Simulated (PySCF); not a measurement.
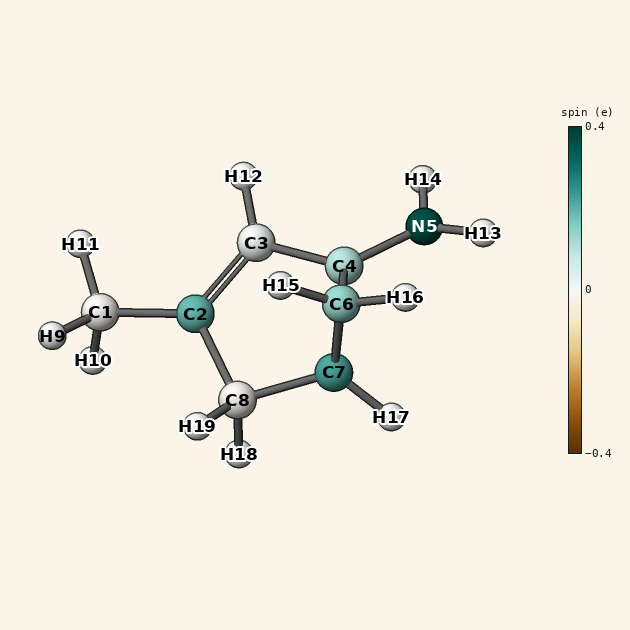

Atoms are coloured by their Mulliken spin populations. State: charge +1, doublet. The computed structure is the end point of a GFN2-xTB optimisation. No frequency run is at hand to confirm it as a minimum. Level of theory: UKS B3LYP, pcH-1 on C H N, non-relativistic (PySCF 2.14.0).

Question: Which atom carries the largest spin population?

Answer: N5 (0.36 e).

Question: Which atom has the lowest spin population?

Answer: C8 (−0.02 e); a negative value comes from spin polarisation.

Give the Mulliken spin populations atom by atom.

| atom | value (e) |
| --- | --- |
| C1 | −0.01 |
| C2 | 0.19 |
| C3 | 0.01 |
| C4 | 0.10 |
| N5 | 0.36 |
| C6 | 0.13 |
| C7 | 0.22 |
| C8 | −0.02 |
| H9 | 0.01 |
| H10 | 0.01 |
| H11 | 0.00 |
| H12 | 0.00 |
| H13 | −0.01 |
| H14 | −0.01 |
| H15 | 0.01 |
| H16 | 0.00 |
| H17 | 0.00 |
| H18 | 0.01 |
| H19 | 0.00 |

Mulliken values depend strongly on the basis set.
